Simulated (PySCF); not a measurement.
**Excited-state calculation, with input and output: C₅H₅F₃O**

The run: excited-state calculation of C₅H₅F₃O. Method and program: TDDFT CAM-B3LYP/def2-SVPD, vertical, gas phase, core orbitals frozen in the response (PySCF 2.14.0).

The geometry comes from this level: GFN2-xTB.

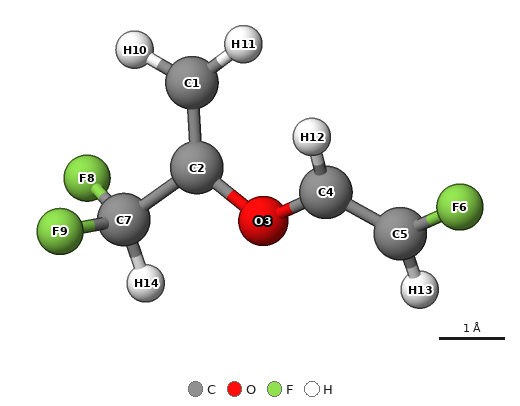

**Figure 1.** The input geometry (ball-and-stick view, seen at a tilt; atoms are numbered from 1 in the order of the input).

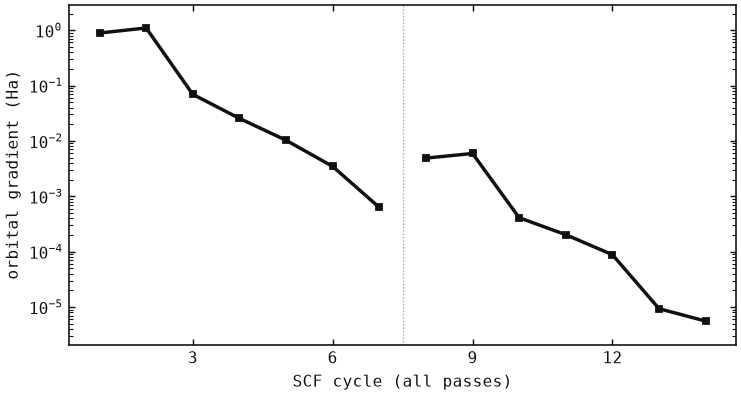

**Figure 2.** Convergence of the self-consistent field: orbital gradient against the SCF cycle. The dotted line marks the change from a coarse to the final integration grid. The first 7 cycles use a coarse grid, the final grid takes over at cycle 8, and the field converges after 14 cycles in all.

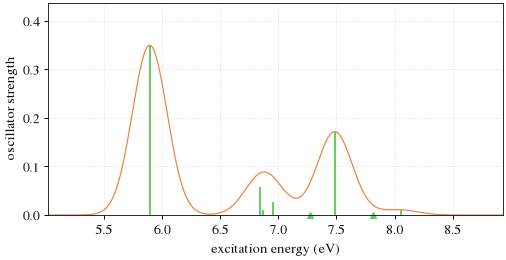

**Figure 3.** Computed excitations as sticks (degenerate states added up, dark ones marked on the axis), with a Gaussian envelope of 0.35 eV full width at half maximum, scaled to the tallest. Of the 8 states the lowest lies at 5.89 eV (f = 0.350); the strongest line is at 5.89 eV, or 210 nm (f = 0.350).

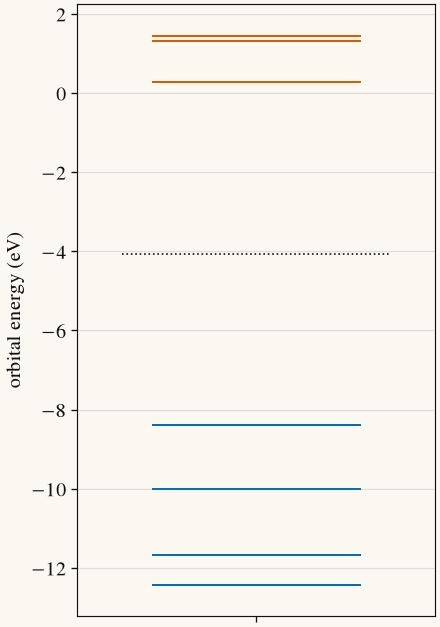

**Figure 4.** Orbital energies near the frontier; the dotted line parts filled from empty levels, and levels within 0.02 eV of each other stand side by side. Highest filled −8.39 eV, lowest empty 0.27 eV, 8.66 eV apart.

The input that produced these results follows, with the program's output.

### Input file
```
{"job": {"kind": "uv", "xc": "CAM-B3LYP", "basis": "def2-SVPD", "nstates": 8, "ntriplets": 3}, "charge": 0, "multiplicity": 1}
C     -0.752986     1.292825    -0.846460
C     -0.763841     0.161184    -0.155483
O      0.297397    -0.604598     0.234800
C      1.549209    -0.071010     0.217411
C      2.617829    -0.851526     0.285589
F      3.843450    -0.309618     0.328191
C     -2.053603    -0.475774     0.317151
F     -3.023045    -0.380404    -0.619584
F     -2.530446     0.163935     1.415770
H     -1.681320     1.781133    -1.076447
H      0.145947     1.751933    -1.214570
H      1.640654     1.006364     0.194053
H      2.623605    -1.928613     0.322688
H     -1.913529    -1.536304     0.574726
```

The first line tells a small driver script what to run in PySCF; the rest is the geometry in Å.

Launch command:
```bash
OMP_NUM_THREADS=1 python <driver script> task.json out
```

### The program's output
```
coarse grid: 12880 points
cycle   1  E = -567.3935760025  dE =  1.550e+00  |g| = 8.877e-01  |ddm| = 5.923e+00
cycle   2  E = -567.3433726606  dE =  5.020e-02  |g| = 1.096e+00  |ddm| = 2.185e+00
cycle   3  E = -567.5403833743  dE = -1.970e-01  |g| = 6.935e-02  |ddm| = 1.119e+00
cycle   4  E = -567.5411606892  dE = -7.773e-04  |g| = 2.552e-02  |ddm| = 1.243e-01
cycle   5  E = -567.5412809850  dE = -1.203e-04  |g| = 1.027e-02  |ddm| = 4.742e-02
cycle   6  E = -567.5412994803  dE = -1.850e-05  |g| = 3.464e-03  |ddm| = 1.809e-02
cycle   7  E = -567.5413018714  dE = -2.391e-06  |g| = 6.286e-04  |ddm| = 5.590e-03
final grid: 128920 points
cycle   8  E = -567.6336954693  dE = -3.677e-05  |g| = 4.896e-03  |ddm| = 8.220e-02
cycle   9  E = -567.6336940550  dE =  1.414e-06  |g| = 5.927e-03  |ddm| = 1.321e-02
cycle  10  E = -567.6336999166  dE = -5.862e-06  |g| = 4.095e-04  |ddm| = 5.507e-03
cycle  11  E = -567.6336999450  dE = -2.840e-08  |g| = 2.025e-04  |ddm| = 8.244e-04
cycle  12  E = -567.6336999523  dE = -7.339e-09  |g| = 8.800e-05  |ddm| = 3.354e-04
cycle  13  E = -567.6336999538  dE = -1.453e-09  |g| = 9.328e-06  |ddm| = 1.162e-04
cycle  14  E = -567.6336999538  dE = -2.512e-11  |g| = 5.572e-06  |ddm| = 2.569e-05
converged SCF energy = -567.6336999538

Static polarisability (au): isotropic 69.590, principal 49.949 66.600 92.221

Singlet excitations
state   eV       nm        f      main configurations
  1   5.8940    210.4   0.34998   H->L 0.97
  2   6.8458    181.1   0.05736   H->L+1 0.84
  3   6.8703    180.5   0.00941   H->L+3 0.53, H->L+5 0.22
  4   6.9577    178.2   0.02685   H->L+2 0.84
  5   7.2724    170.5   0.00151   H->L+4 0.55, H->L+3 0.22, H->L+5 0.15
  6   7.4859    165.6   0.17110   H-1->L 0.91
  7   7.8173    158.6   0.00299   H->L+5 0.29, H->L+4 0.19, H-1->L+1 0.15
  8   8.0567    153.9   0.00987   H->L+6 0.53, H->L+4 0.10

Triplet excitations (Tamm-Dancoff, eV): 3.8357 4.2798 6.5067
```

### Summary

```json
{"quantity": "outcome", "value": "converged"}
{"quantity": "total energy", "value": "−567.633700 hartree"}
{"quantity": "HOMO", "value": "−8.39 eV"}
{"quantity": "LUMO", "value": "0.27 eV"}
{"quantity": "dipole moment", "value": "1.09 D"}
{"quantity": "mean polarisability", "value": "69.59 a.u."}
{"quantity": "lowest singlet excitation", "value": "5.89 eV"}
{"quantity": "hardware", "value": "1 CPU thread, shared host"}
{"quantity": "wall time", "value": "72 s"}
{"quantity": "peak memory", "value": "1.1 GiB"}
```
